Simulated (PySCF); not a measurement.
```xyz
11
charge 0, multiplicity 1
F     2.5092   -0.6433   -0.3515
C     1.2227   -0.4179   -0.1481
C     0.3227   -1.3006    0.3079
Si   -1.2947   -0.3635    0.3956
C    -0.5527    1.2230   -0.2617
C     0.7452    0.9543   -0.4609
F     1.6558    1.7972   -0.9148
H     0.5888   -2.3252    0.5680
H    -2.3703   -0.9272   -0.4713
H    -1.8106   -0.2310    1.7902
H    -0.9829    2.2031   -0.4679
```

What structure does this define?

It has 11 atoms: 4 carbon, 4 hydrogen, 2 fluorine and 1 silicon (C4H4F2Si). Its SMILES string is `FC1=C[SiH2]C=C1F`. Independent rings (smallest set): 1 of 5 members. Among its groups: alkene, C–F bond, Si–H bond. Coordination, clear cases only: 4 C trigonal planar.

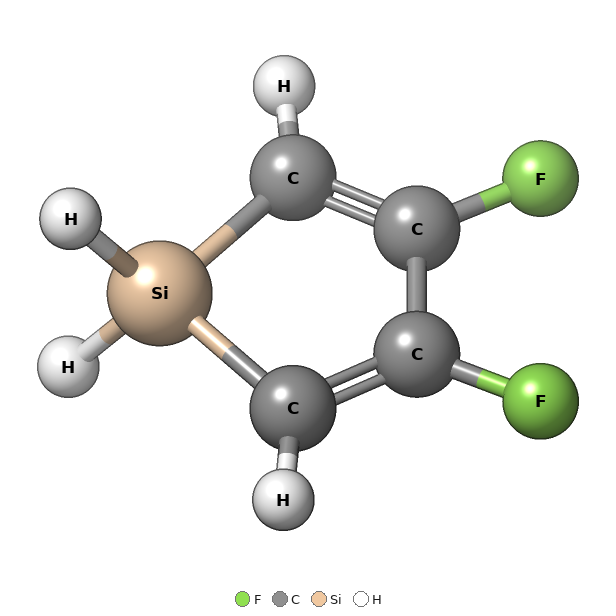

The picture comes from a calculation with PySCF.
